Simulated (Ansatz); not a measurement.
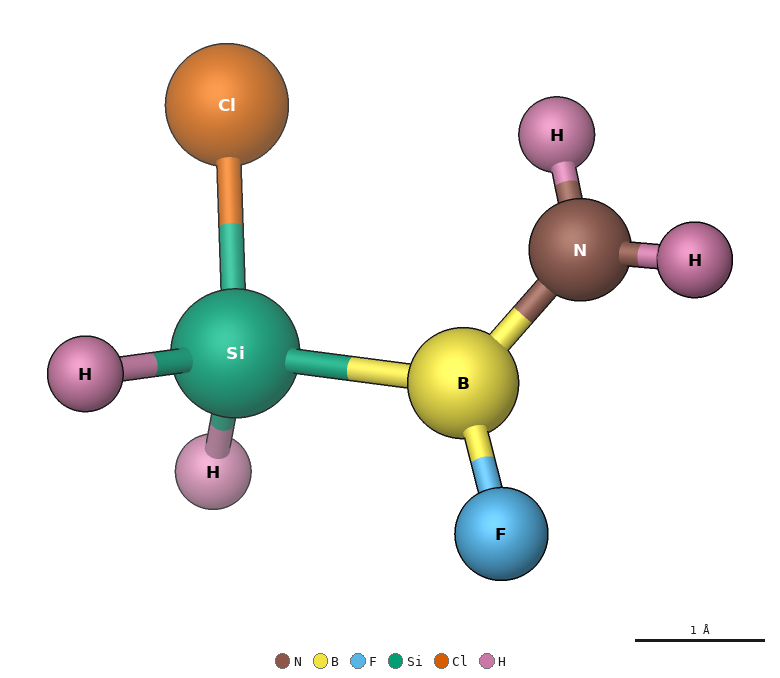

Distant atoms are faded towards the background colour. The computed structure is the end point of a PBE0-D4/def2-TZVP optimisation. No frequency run is at hand to confirm it as a minimum. Masses are those of the most abundant isotopes; constants are for the rigid equilibrium geometry.

Q: What kind of rotor is it, and what are its rotational constants in MHz?

A: An asymmetric top (Cs): A = 5898, B = 1621, C = 1290 MHz. Ray's parameter κ is −0.86, close to the prolate limit.
